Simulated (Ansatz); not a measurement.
Consider Ru$_{2}$Rh.

Input

```
crystal:
  lattice:
    - [2.7241359042, 2.89e-08, 0.0]
    - [-1.3620679771, 2.3591708819, 0.0]
    - [0.0, 0.0, 12.9442816]
  atoms:
    - { symbol: Ru, position: [0.3333333333, 0.6666666667, 0.58064] }
    - { symbol: Ru, position: [0.6666666667, 0.3333333333, 0.08064] }
    - { symbol: Ru, position: [0.3333333333, 0.6666666667, 0.91936] }
    - { symbol: Ru, position: [0.6666666667, 0.3333333333, 0.41936] }
    - { symbol: Rh, position: [0.3333333333, 0.6666666667, 0.25] }
    - { symbol: Rh, position: [0.6666666667, 0.3333333333, 0.75] }
basis:
  ecutwfc: 420
kpoints:
  mp_grid: { grid: [18, 18, 4] }
  band_path:
    path:
      - [[0.0, 0.0, 0.0], [0.5, 0.0, 0.0], [0.33333333, 0.33333333, 0.0], [0.0, 0.0, 0.0], [0.0, 0.0, 0.5], [0.5, 0.0, 0.5], [0.33333333, 0.33333333, 0.5], [0.0, 0.0, 0.5]]
      - [[0.5, 0.0, 0.5], [0.5, 0.0, 0.0]]
      - [[0.33333333, 0.33333333, 0.5], [0.33333333, 0.33333333, 0.0]]
    npoints: 14
hamiltonian:
  xc: lda
scf:
  occupations: { method: gaussian, width: 0.1 }
  n_extra_bands: 15
output:
  forces: true
  stress: true
  eigenvalues: true
  populations: true
  dos: { projected: true, de: 0.02, nscf_kmesh: { grid: [22, 22, 5] } }
  bader: true
  write_density: true
  write_potential: true
  elf: true
  volumetric_format: npy
```

Run with:

```sh
ansatz run input.yaml --threads 4 --pin off --max-ram 8192MiB --backend cpu --events-out ev --progress --plain --runs-dir out
```

Below, planes, directions and counts refer to the conventional cell (a = 2.72 Å, b = 2.72 Å, c = 12.94 Å, α = 90.00°, β = 90.00°, γ = 120.00°).

Space group P6₃/mmc; a structure generated by program, which may or may not match a known phase; computed pressure about −16 GPa in this cell; computed without spin polarisation.

All numbers below come from DFT LDA, scalar-relativistic, plane waves, PAW (Ansatz).

**Predict the valence pseudo-density and electron localisation function between the atoms.**

Rh–Rh (2.72 Å): the density is about 0.36 e/Å³ at the midpoint; the ELF is about 0.25 at the midpoint: no shared electron pair shows on this line.
Ru–Ru (2.72 Å): ρ at the midpoint is about 0.38 e/Å³; the ELF is about 0.30 at the midpoint.
Bader's partition of the density gives Ru +0.06 and Rh −0.12 e.

**Which way does charge flow, and how much by Bader's partition?**

Electrons move from Ru towards Rh. Bader charges: Ru +0.06 and Rh −0.12 e.

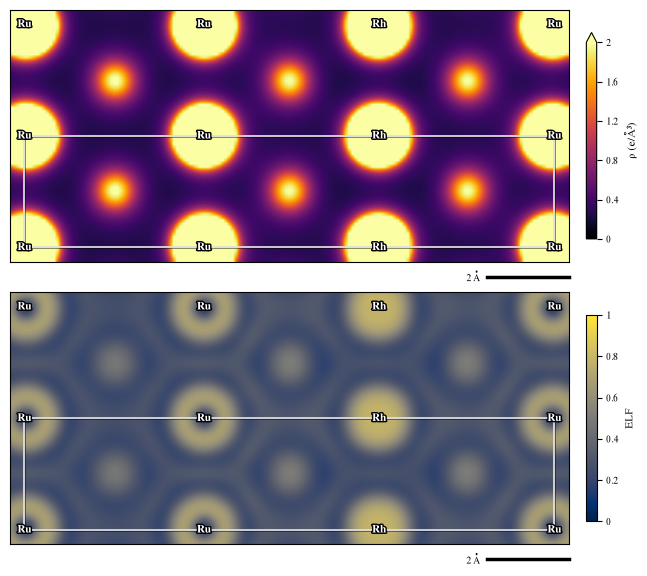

Computed valence pseudo-density and electron localisation function on the (11̄0) plane of the conventional cell, in this order. Atoms just off the plane (Ru, 0.8 Å away and Rh, 0.8 Å away) can leave unmarked features too.

In a PAW calculation such maps are meaningful between the atoms, not at the nuclei.
